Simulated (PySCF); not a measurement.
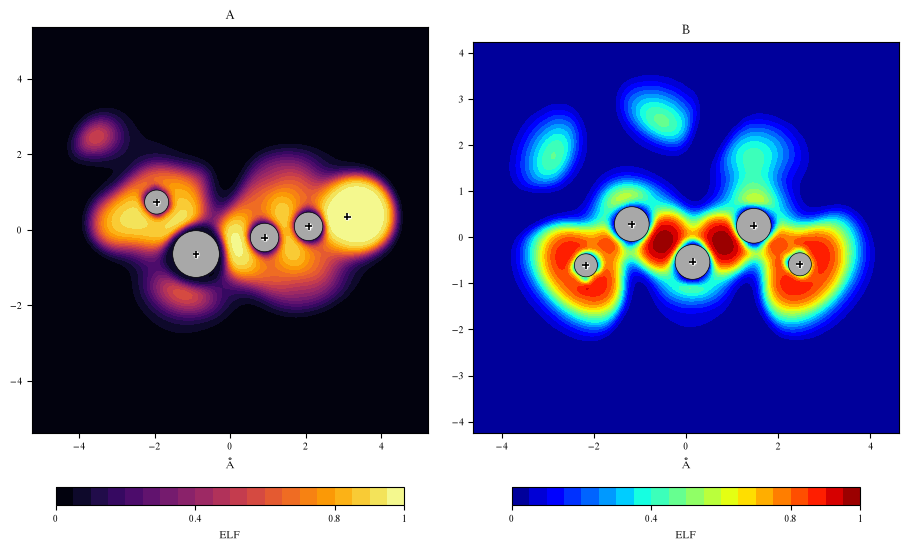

The ELF of 2 systems, each on a plane through atoms (crosses mark nuclei in the plane; grey discs cover the cores).

Computed with PBE0/pcSseg-1, SCF density, gas phase, non-relativistic in PySCF 2.14.0.

System 1: C$_{3}$H$_{9}$NSi$_{2}$, the plane of atoms C2, Si3 and N5. Geometry: GFN2-xTB.

| atom | x (Å) | y (Å) | z (Å) |
| --- | --- | --- | --- |
| C | -0.4619 | 2.8324 | 1.3108 |
| C | -0.2703 | 1.9866 | 0.4766 |
| Si | 0.0474 | 0.6259 | -0.7609 |
| Si | 2.0987 | -0.3269 | -0.2987 |
| N | -1.1650 | -0.6037 | -0.7637 |
| C | -1.2868 | -1.6264 | 0.2457 |
| H | -0.6284 | 3.5829 | 2.0305 |
| H | -0.1484 | 1.2532 | -2.0780 |
| H | 3.1859 | 0.5817 | -0.6734 |
| H | 2.3362 | -1.5826 | -1.0191 |
| H | 2.2879 | -0.6384 | 1.1244 |
| H | -2.0672 | -0.3621 | -1.1468 |
| H | -1.8001 | -2.4992 | -0.1649 |
| H | -1.8410 | -1.2848 | 1.1285 |
| H | -0.2914 | -1.9307 | 0.5670 |

System 2: C$_{4}$F$_{10}$ (perfluorobutane), the plane of atoms F7, C5 and C8. Geometry: PBE0-D3(BJ)/def2-SVP.

```xyz
14

F     2.4469    1.2532   -1.0432
C     1.4264    0.9384   -0.2636
F     0.6594    2.0089   -0.1122
F     1.8848    0.5608    0.9189
C     0.6245   -0.2037   -0.9304
F     0.0397    0.2918   -2.0246
F     1.4994   -1.1497   -1.2890
C    -0.4553   -0.9180   -0.0740
F     0.1515   -1.5754    0.9178
F    -1.0502   -1.7989   -0.8867
C    -1.5642   -0.0411    0.5517
F    -1.0632    0.7007    1.5297
F    -2.4982   -0.8319    1.0529
F    -2.1081    0.7492   -0.3600
```

Q: Which map belongs to which system?

A: Panel A is system 1, C$_{3}$H$_{9}$NSi$_{2}$: the plane holds C, Si, N and H. C–C (1.20 Å): the ELF peaks at about 0.85 between the atoms: a multiple bond. Panel B is system 2, C$_{4}$F$_{10}$: the plane holds C and F. C–F (1.34 Å): the ELF peaks at about 0.85 between the atoms, as expected for a polar covalent bond.
